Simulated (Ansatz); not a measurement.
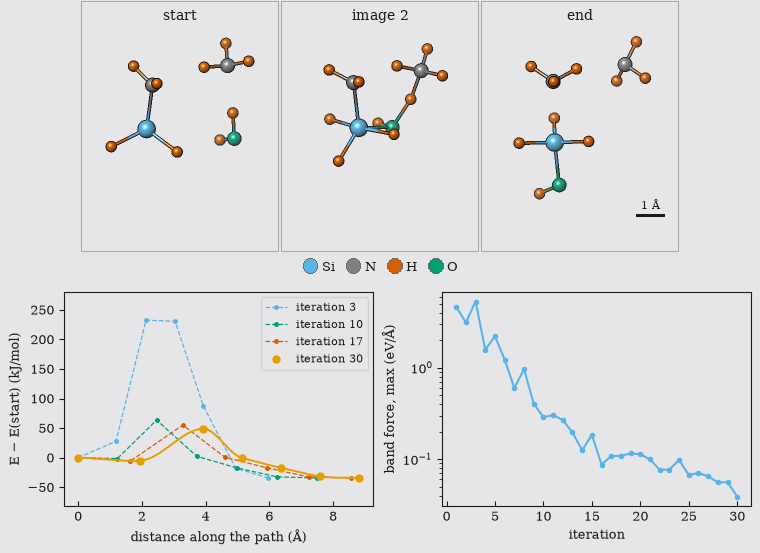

A search for the minimum-energy path of SiN$_{2}$H$_{10}$O by the nudged elastic band. Images are numbered from 0 (start) to 6 (end). The plot follows the band through its iterations. The picture is a ball-and-stick view, seen at a tilt.

Level of theory: RKS PBE0-D4/def2-SVP in Ansatz 0.2.0. Set-up: 5 movable images; climbing image.

How did the profile develop, and is the result final?

The run is converged, with reservations. The band converged in 30 iterations. The largest component of the band force went from 4.6 to 0.039 eV/Å. The climbing image converged on the top of the path. Its curvatures weren't checked. The largest force component is 0.36 eV/Å at the start and 0.43 eV/Å at the end; an end with forces this large is no minimum, and the barrier measured from it can be far off. The first iteration put the highest image at 571.6 kJ/mol. Relative to the start the highest point is image 2 at +48.9 kJ/mol and the end lies at −34.3 kJ/mol, but the profile dips to −5.0 kJ/mol at image 1 on the way, so an end point isn't at the bottom of its valley along this path.
